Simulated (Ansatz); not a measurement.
# CH₅ClGe: small, medium and large basis sets

How large a basis does CH₅ClGe need? Two functionals are run in growing sets.

The runs use Ansatz 0.2.0, Gaussian basis; one geometry, several basis sets.

Plan: PBE0-D4/def2-SVP; ωB97M-V/def2-SVP; PBE0-D4/def2-QZVPP; ωB97M-V/def2-QZVPP; the functionals' def2-TZVPP values are taken from earlier runs.

**1. Structure used throughout**

An earlier PBE0-D4 in a triple-zeta def2 set relaxation fixed the geometry.

8 atoms, charge 0, spin multiplicity 1.

Atoms are counted from 1 here; the program's logs count them from 0.

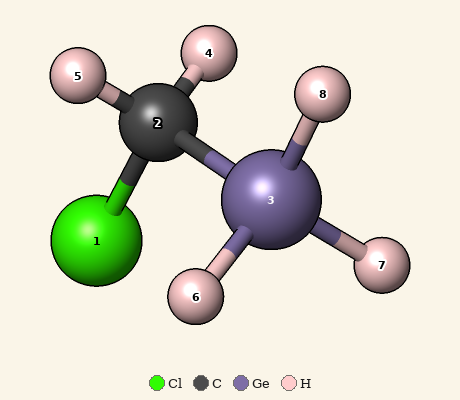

The structure; chlorine green, carbon dark grey, germanium purple, hydrogen pink; atoms are numbered from 1 in the order of the file.

As a file:

```csv
atom,x (Å),y (Å),z (Å)
Cl1,-2.1989,0.3306,-0.3800
C2,-0.4638,0.4192,-0.7725
Ge3,0.6121,-0.3910,0.6603
H4,-0.3125,-0.1009,-1.7173
H5,-0.2094,1.4696,-0.9066
H6,0.3571,0.3714,1.9668
H7,0.2074,-1.8624,0.8159
H8,2.1002,-0.2935,0.2777
```

**2. PBE0-D4 in def2-SVP**

File in.yaml:

```yaml
crystal:
  periodic: [false, false, false]
  atoms:
    - {symbol: Cl, position_ang: [-2.198883, 0.330563, -0.379985]}
    - {symbol: C, position_ang: [-0.463809, 0.419203, -0.772490]}
    - {symbol: Ge, position_ang: [0.612070, -0.391004, 0.660306]}
    - {symbol: H, position_ang: [-0.312531, -0.100940, -1.717317]}
    - {symbol: H, position_ang: [-0.209398, 1.469641, -0.906612]}
    - {symbol: H, position_ang: [0.357079, 0.371364, 1.966755]}
    - {symbol: H, position_ang: [0.207443, -1.862423, 0.815885]}
    - {symbol: H, position_ang: [2.100230, -0.293501, 0.277659]}
basis:
  gaussian: {orbitals: def2-SVP}
hamiltonian: {xc: pbe0, dispersion: d4}
output: {orbitals: {seedname: orbitals}}
```

Launch:

```bash
> ansatz run in.yaml --threads 2 --pin off --events-out ev --progress --plain --max-ram 4352MiB
```

After this run come: ωB97M-V in def2-SVP; PBE0-D4 in def2-QZVPP; ωB97M-V in def2-QZVPP.

Before running them: what should the planned runs give, taken together? Wanted: PBE0-D4: double and triple zeta above quadruple; ωB97M-V: double and triple zeta above quadruple.

**Answer**, as computed:

```
                                       quantity           value
PBE0-D4: double and triple zeta above quadruple  14.39, 1.66 eV
ωB97M-V: double and triple zeta above quadruple  14.38, 1.63 eV
```

In words: For PBE0-D4 the step from double to triple zeta gains 12.73 eV and the next only 1.66 eV. Total energies overstate the basis error of differences, where much of it tends to cancel. The LUMO of ωB97M-V is positive and keeps falling with the basis (2.50 to 1.42 eV): an unbound level that the basis holds in place.
